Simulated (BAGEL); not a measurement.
# CH4F2OSi (SMILES C[Si](O)(F)F), step by step

Wanted: a single-point energy (HF/def2-SV(P)), then a single-point energy (NEVPT2(2,2)/def2-SV(P)), then a single-point energy (CASPT2(2,2)/def2-SV(P)) of CH4F2OSi. 

Program for the calculation: BAGEL 1.2.2.

1 further run of the same task is left out (set aside as unsound or not needed).

## (1) The system as given

CH4F2OSi: 9 atoms, total charge 0, spin state singlet. SMILES: `C[Si](O)(F)F`. The C1–Si2 distance was set to 3.479 Å, away from the relaxed value. At this shape a bond of the SMILES string is far longer than usual.

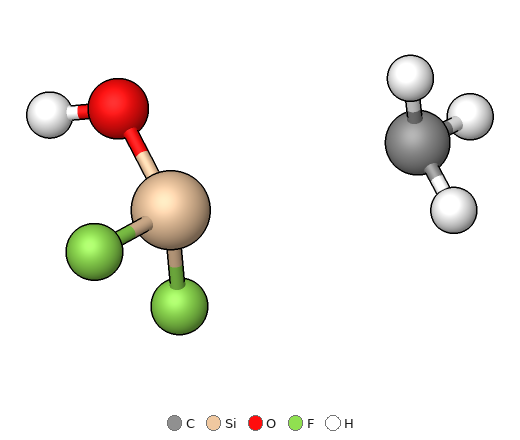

The structure, seen from a chosen angle (carbon grey, silicon light orange, oxygen red, fluorine green, hydrogen white).

## (2) A single-point energy at HF/def2-SV(P) (density fitting with svp-jkfit) (run 1)

File input.json:

```json
{ "bagel" : [

{
  "title" : "molecule",
  "basis" : "def2-sv_p_.json",
  "df_basis" : "svp-jkfit",
  "angstrom" : true,
  "geometry" : [
    { "atom" : "C", "xyz" : [      -2.781944,       0.761538,      -0.134930 ] },
    { "atom" : "Si", "xyz" : [       0.580100,      -0.130700,      -0.192500 ] },
    { "atom" : "O", "xyz" : [       1.083400,      -0.479900,       1.308000 ] },
    { "atom" : "F", "xyz" : [       0.827400,      -1.374000,      -1.151900 ] },
    { "atom" : "F", "xyz" : [       1.471900,       1.032700,      -0.807900 ] },
    { "atom" : "H", "xyz" : [      -3.388044,      -0.057462,       0.256870 ] },
    { "atom" : "H", "xyz" : [      -2.934644,       1.635938,       0.500570 ] },
    { "atom" : "H", "xyz" : [      -3.132644,       1.000138,      -1.140830 ] },
    { "atom" : "H", "xyz" : [       1.992700,      -0.743900,       1.454700 ] }
  ]
},

{ "title" : "hf" },

{ "title" : "print", "file" : "orbitals.molden", "orbitals" : true }

]}
```

The basis set def2-SV(P) is read from a file made from the Basis Set Exchange's data (not shown).

Run with:

```sh
$ BAGEL_NUM_THREADS=1 BAGEL input.json > input.out
```

Log:

```text
* using 1 threads per process

  ===============================================================
  ===============================================================

  *** Geometry ***

  { "atom" : "C", "xyz" : [     -5.257112,      1.439098,     -0.254981 ] },
  { "atom" : "Si", "xyz" : [      1.096230,     -0.246987,     -0.363772 ] },
  { "atom" : "O", "xyz" : [      2.047329,     -0.906880,      2.471762 ] },
  { "atom" : "F", "xyz" : [      1.563559,     -2.596484,     -2.176776 ] },
  { "atom" : "F", "xyz" : [      2.781488,      1.951520,     -1.526710 ] },
  { "atom" : "H", "xyz" : [     -6.402475,     -0.108587,      0.485414 ] },
  { "atom" : "H", "xyz" : [     -5.545673,      3.091475,      0.945940 ] },
  { "atom" : "H", "xyz" : [     -5.919839,      1.889987,     -2.155856 ] },
  { "atom" : "H", "xyz" : [      3.765657,     -1.405767,      2.748985 ] },

  Number of auxiliary basis functions:      506

  Since a DF basis is specified, we compute 2- and 3-index integrals:
    o Being stored without compression. Storage requirement is 0.027 GB

  Number of basis functions:       82
  Number of electrons      :       50

    * METHOD: MOLECULE                             0.24

  *** RHF ***

  === Nuclear Repulsion ===
   234.0683143501

      * DIIS with orbital gradients will be used.

  === RHF iteration (def2-sv_p_.json) ===
      0       -602.02785068          0.02677647           0.09
      1       -602.24080647          0.02080688           0.08
      2       -602.49322443          0.00209771           0.08
      3       -602.49788935          0.00147448           0.08
      4       -602.49960824          0.00028243           0.08
      5       -602.49974556          0.00012059           0.10
      6       -602.49976310          0.00003156           0.09
      7       -602.49976442          0.00000732           0.08
      8       -602.49976447          0.00000285           0.08
      9       -602.49976448          0.00000083           0.08
     10       -602.49976448          0.00000027           0.07
     11       -602.49976448          0.00000007           0.07
     12       -602.49976448          0.00000001           0.08
     13       -602.49976448          0.00000001           0.08
    * SCF iteration converged.

    * Permanent dipole moment:
           (    0.244066,    -0.007082,    -0.409231) a.u.

    * METHOD: HF                                   1.35

    * METHOD: PRINT                                0.01

  ===============================================================
```

It took 1.9 s on 1 thread of Arm Neoverse V2, shared host; peak memory 0.14 GiB.

## (3) A single-point energy at NEVPT2(2,2)/def2-SV(P) (density fitting with svp-jkfit) (run 2)

File job.json:

```json
{ "bagel": [

{
  "title": "molecule",
  "basis": "def2-sv_p_.json",
  "df_basis": "svp-jkfit",
  "angstrom": true,
  "geometry": [
    { "atom": "C", "xyz": [      -2.781944,       0.761538,      -0.134930 ] },
    { "atom": "Si", "xyz": [       0.580100,      -0.130700,      -0.192500 ] },
    { "atom": "O", "xyz": [       1.083400,      -0.479900,       1.308000 ] },
    { "atom": "F", "xyz": [       0.827400,      -1.374000,      -1.151900 ] },
    { "atom": "F", "xyz": [       1.471900,       1.032700,      -0.807900 ] },
    { "atom": "H", "xyz": [      -3.388044,      -0.057462,       0.256870 ] },
    { "atom": "H", "xyz": [      -2.934644,       1.635938,       0.500570 ] },
    { "atom": "H", "xyz": [      -3.132644,       1.000138,      -1.140830 ] },
    { "atom": "H", "xyz": [       1.992700,      -0.743900,       1.454700 ] }
  ]
},

{ "title": "hf" },

{ "title": "casscf", "nstate": 1, "nact": 2, "nclosed": 24, "active": [25, 26], "maxiter": 200, "natocc": true },

{ "title": "nevpt2", "nstate": 1, "nact": 2, "nclosed": 24, "active": [25, 26], "maxiter": 200, "natocc": true, "ncore": 9 },

{ "title": "print", "file": "orbitals.molden", "orbitals": true }

]}
```

The basis set def2-SV(P) is read from a file made from the Basis Set Exchange's data (not shown).

Run with:

```sh
$ BAGEL_NUM_THREADS=1 BAGEL job.json > job.out
```

Log:

```text
* using 1 threads per process

  ===============================================================
  ===============================================================

  *** Geometry ***

  { "atom" : "C", "xyz" : [     -5.257112,      1.439098,     -0.254981 ] },
  { "atom" : "Si", "xyz" : [      1.096230,     -0.246987,     -0.363772 ] },
  { "atom" : "O", "xyz" : [      2.047329,     -0.906880,      2.471762 ] },
[... 5 lines of this table left out ...]
  { "atom" : "H", "xyz" : [      3.765657,     -1.405767,      2.748985 ] },

  Number of auxiliary basis functions:      506

  Since a DF basis is specified, we compute 2- and 3-index integrals:
    o Being stored without compression. Storage requirement is 0.027 GB

  Number of basis functions:       82
  Number of electrons      :       50

    * METHOD: MOLECULE                             0.24

  *** RHF ***

  === Nuclear Repulsion ===
   234.0683143501

      * DIIS with orbital gradients will be used.

  === RHF iteration (def2-sv_p_.json) ===
      0       -602.02785068          0.02677647           0.09
      1       -602.24080647          0.02080688           0.08
      2       -602.49322443          0.00209771           0.09
[... 10 lines of this table left out ...]
     13       -602.49976448          0.00000001           0.08
    * SCF iteration converged.

    * Permanent dipole moment:
           (    0.244066,    -0.007082,    -0.409231) a.u.

    * METHOD: HF                                   1.37

  ---------------------------
      CASSCF calculation
  ---------------------------

    ==== Active orbitals : =====
         Orbital 25
         Orbital 26
    ============================

    * nstate   :      1
    * nclosed  :     24
    * nact     :      2
    * nvirt    :     56
  === CASSCF iteration (def2-sv_p_.json) ===

    * Using the second-order algorithm

      0  0      -602.56140172     4.34e-03      0.03

      1  0      -602.57826208     5.63e-04      0.41
[... 13 lines of this table left out ...]
      8  0      -602.57841312     2.82e-09      0.29

    * Second-order optimization converged. *

     guess   0:   closed 1.                   open ..

  === FCI iteration ===

      0  0      -602.49027387     8.06e-02      0.00
      1  0      -602.57816509     4.63e-03      0.00
      2  0 *    -602.57841312     2.00e-16      0.00

     * ci vector, state   0, <S^2> = 0.0000
       2.     0.8773077956
       .2    -0.4799281527

    * METHOD: CASSCF                               3.24

    * freezing 9 orbitals

  === DF-NEVPT2 calculation ===

    * 3-index integral transformation done
    * assembly done

      NEVPT2 correlation energy:   -0.7322895332      0.18

          (+0)     -0.6674061010
          (+0)'    -0.0096334729
          (+1)     -0.0180581818
          (+1)'    -0.0000000000
          (+2)     -0.0002113142
          (-1)     -0.0363261708
          (-1)'     0.0000000000
          (-2)     -0.0006542926

      NEVPT2 total energy:       -603.3107026555

    * METHOD: NEVPT2                               0.33

    * METHOD: PRINT                                0.01

  ===============================================================
```

Wall time 5.7 s (1 thread of Arm Neoverse V2, shared host); peak memory 0.14 GiB.

## (4) A single-point energy at CASPT2(2,2)/def2-SV(P) (density fitting with svp-jkfit) (run 3)

Changes to input.json since step 2:

```diff
@@ -22,3 +22,7 @@
 
-{ "title" : "print", "file" : "orbitals.molden", "orbitals" : true }
+{ "title" : "casscf", "nstate" : 1, "nact" : 2, "nclosed" : 24, "active" : [25, 26], "maxiter" : 200, "natocc" : true },
+
+{ "title" : "print", "file" : "orbitals.molden", "orbitals" : true },
+
+{ "title" : "smith", "method" : "caspt2", "ms" : true, "xms" : true, "sssr" : true, "shift" : 0.2, "shift_imag" : true, "ncore" : 9 }
```

The basis set def2-SV(P) is read from a file made from the Basis Set Exchange's data (not shown).

Run with:

```sh
$ BAGEL_NUM_THREADS=1 BAGEL input.json > input.out
```

Log:

```text
* using 1 threads per process

  ===============================================================
  ===============================================================

  *** Geometry ***

  { "atom" : "C", "xyz" : [     -5.257112,      1.439098,     -0.254981 ] },
  { "atom" : "Si", "xyz" : [      1.096230,     -0.246987,     -0.363772 ] },
  { "atom" : "O", "xyz" : [      2.047329,     -0.906880,      2.471762 ] },
[... 5 lines of this table left out ...]
  { "atom" : "H", "xyz" : [      3.765657,     -1.405767,      2.748985 ] },

  Number of auxiliary basis functions:      506

  Since a DF basis is specified, we compute 2- and 3-index integrals:
    o Being stored without compression. Storage requirement is 0.027 GB

  Number of basis functions:       82
  Number of electrons      :       50

    * METHOD: MOLECULE                             0.22

  *** RHF ***

  === Nuclear Repulsion ===
   234.0683143501

      * DIIS with orbital gradients will be used.

[... 6 lines left out ...]
    * SCF iteration converged.
[... 1 line left out ...]
    * Permanent dipole moment:
[... 27 lines left out ...]
    * Second-order optimization converged. *
[... 9 lines left out ...]
     * ci vector, state   0, <S^2> = 0.0000
[... 16 lines left out ...]
    * Zeroth order energy : state  0       -0.4186170121

    * CASPT2 iteration is performed using orthogonal basis

      -------------------------------------------  CASPT2 iteration  ---------------------------------------------------
       #      aibj      arbs      arbi      airj      risj      airs      arst      rist         Etot      error   time
      ------------------------------------------------------------------------------------------------------------------

       0  -0.66606  -0.00092  -0.03895  -0.01968  -0.00032  -0.00986   0.00000  -0.00000   -0.7357943  0.0004579   0.09
       1  -0.66608  -0.00092  -0.03898  -0.01970  -0.00032  -0.00991  -0.00000  -0.00000   -0.7359256  0.0000397   0.08
       2  -0.66608  -0.00092  -0.03898  -0.01970  -0.00032  -0.00992  -0.00000  -0.00000   -0.7359266  0.0000039   0.09
       3  -0.66608  -0.00092  -0.03898  -0.01970  -0.00032  -0.00992  -0.00000  -0.00000   -0.7359266  0.0000004   0.09

      ------------------------------------------------------------------------------------------------------------------

    * CASPT2 energy : state  0     -603.3167372189
        w/o shift correction       -603.3143397532
        reference weight              0.8413000791

    * METHOD: SMITH                                0.62

  ===============================================================
```

It took 5.7 s on 1 thread of Arm Neoverse V2, shared host; peak memory 0.2 GiB.

## (5) Summary of results

| quantity | value |
| --- | --- |
| run 1, HF/def2-SV(P): total energy | -602.49976 Eh |
| run 1, HF/def2-SV(P): dipole moment | 1.21 D |
| run 1, HF/def2-SV(P): HOMO energy | -8.35 eV |
| run 1, HF/def2-SV(P): LUMO energy | -0.14 eV |
| run 1, HF/def2-SV(P): HOMO–LUMO gap | 8.21 eV |
| run 2, NEVPT2(2,2)/def2-SV(P): total energy | -603.31070 Eh |
| run 3, CASPT2(2,2)/def2-SV(P): total energy | -603.31674 Eh |

In words: One bond (run 1, HF/def2-SV(P)) is far stretched, which a spin-restricted single reference describes badly; a broken-symmetry solution may lie lower.
